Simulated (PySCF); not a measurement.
# H3O+ (oxonium): B2PLYP/6-31G

What is the vertical ionisation energy of H3O+ (oxonium) at B2PLYP/6-31G? 

The calculation is run with PySCF 2.14.0.

5 further runs of the same task are left out: 5 set aside as unsound or not needed.

## 1. The system as given

H3O+ has 4 atoms, charge +1, and is taken as a singlet. SMILES: `[OH3+]`. The coordinates come from a PBE0-D4/def2-TZVP relaxation.

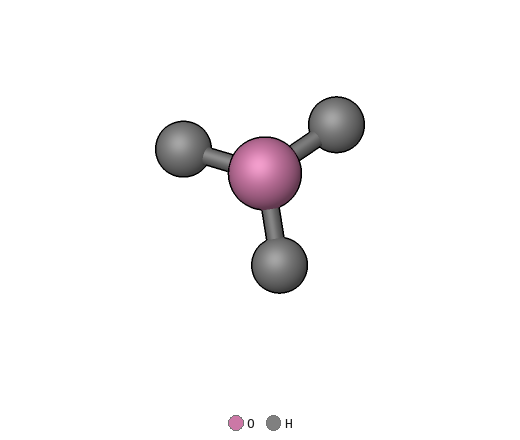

Viewed from a chosen angle; oxygen pink, hydrogen grey.

## 2. A single-point energy at B2PLYP/6-31G

job.py

```python
from pyscf import gto, dft, mp

system = gto.M(
    atom='''
O      0.343873    -0.107147    -0.099702
H      0.413963     1.735600     0.028610
H     -0.772690    -0.695967    -1.450138
H      0.014853    -0.932485     1.521267
''',
    basis='6-31g',
    charge=1,
    verbose=3,
    max_memory=1860,
    unit='bohr',
)

calc0 = dft.RKS(system)
calc0.xc = '0.53*HF + 0.47*B88, 0.73*LYP'
calc0.grids.level = 5
calc0.conv_tol = 1e-10
calc0.kernel()
if not calc0.converged:
    calc0 = calc0.newton().run(calc0.mo_coeff, calc0.mo_occ)

pt = mp.MP2(calc0, frozen=1).run()
etot = calc0.e_tot + 0.27 * pt.e_corr
print('PT2 part  %.8f' % (0.27 * pt.e_corr))
print('Final energy', etot)
```

Started as:

```console
OMP_NUM_THREADS=1 python job.py
```

Log:

```text
converged SCF energy = -76.5361461422292
E(RMP2) = -76.6931804917866  E_corr = -0.157034349557386
E(SCS-RMP2) = -76.693947356731  E_corr = -0.157801214501822
PT2 part  -0.04239927
Final energy -76.5785454166097
```

It took 1.1 s on 1 thread of Intel Xeon 6975P-C (Granite Rapids), shared host; peak memory 0.17 GiB.

## 3. Doublet [H3O]2+ at the same level

run.py

```python
from pyscf import gto, dft, mp

molecule = gto.M(
    atom='O 0.181970 -0.056700 -0.052760; H 0.219060 0.918440 0.015140; H -0.408890 -0.368290 -0.767380; H 0.007860 -0.493450 0.805020',
    charge=2,
    spin=1,
    max_memory=1860,
    verbose=3,
    basis='6-31g',
)

ks = dft.UKS(molecule, xc='0.53*HF + 0.47*B88, 0.73*LYP')
ks.grids.level = 5
ks.conv_tol = 1e-10
ks.kernel()
if not ks.converged:
    ks = ks.newton().run(ks.mo_coeff, ks.mo_occ)

pt = mp.MP2(ks, frozen=1).run()
e_tot = ks.e_tot + 0.27 * pt.e_corr
print('PT2 part  %.8f' % (0.27 * pt.e_corr))
print('E(%s) = %.9f' % ('B2PLYP', e_tot))
```

Started as:

```console
OMP_NUM_THREADS=1 python run.py
```

Log:

```text
converged SCF energy = -75.651466673706  <S^2> = 0.75296094  2S+1 = 2.0029587
E(UMP2) = -75.7604725861972  E_corr = -0.10900591249121
E(SCS-UMP2) = -75.7626568775992  E_corr = -0.111190203893195
PT2 part  -0.02943160
E(B2PLYP) = -75.680898270
```

Run time: 1.7 s. Hardware: 1 thread of Intel Xeon 6975P-C (Granite Rapids), shared host; peak memory 0.18 GiB.

## 4. Outcome

At B2PLYP/6-31G, 1 core orbital frozen:

```
                                                                 quantity         value
                                               singlet H3O+: total energy  -76.57855 Eh
                          singlet H3O+: HOMO energy (SCF part's orbitals)     -22.42 eV
                          singlet H3O+: LUMO energy (SCF part's orbitals)      -5.70 eV
                        singlet H3O+: HOMO–LUMO gap (SCF part's orbitals)      16.72 eV
                                            doublet [H3O]2+: total energy  -75.68090 Eh
doublet [H3O]2+: HOMO energy (SCF part's orbitals) (highest over α and β)     -39.68 eV
 doublet [H3O]2+: LUMO energy (SCF part's orbitals) (lowest over α and β)     -25.78 eV
                                                    doublet [H3O]2+: ⟨S²⟩         0.753
                     vertical ionisation energy (to the doublet dication)     24.426 eV
```

Removing an electron at fixed nuclei costs 24.43 eV (563 kcal/mol). −ε(HOMO) before ionisation, 22.42 eV, is 2.00 eV below this ionisation energy.
